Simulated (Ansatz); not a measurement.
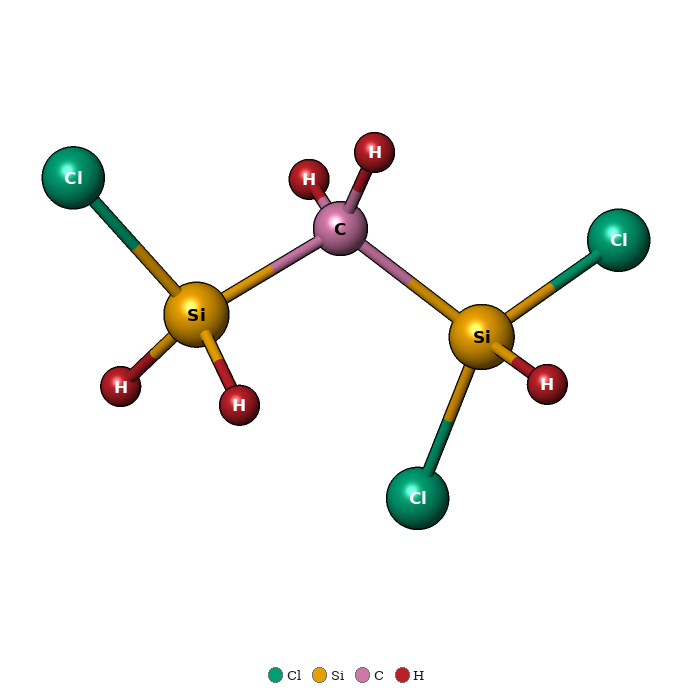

Harmonic vibrations computed with RKS PBE0-D4/def2-TZVP (Ansatz 0.2.0) at a stationary point of the same level.

Is this a minimum or a saddle point?

Answer. A minimum: no imaginary frequency, and the lowest mode lies at 33 cm⁻¹.

How many vibrational modes are there, and where do they lie?

Answer. 27 modes: 33, 51, 76, 138, 179, 220, 255, 482, 508, 546, 587, 651, 685, 736, 782, 799, 839, 863, 952, 1015, 1063, 1382, 2244, 2268, 2274, 3059, 3121 cm⁻¹.
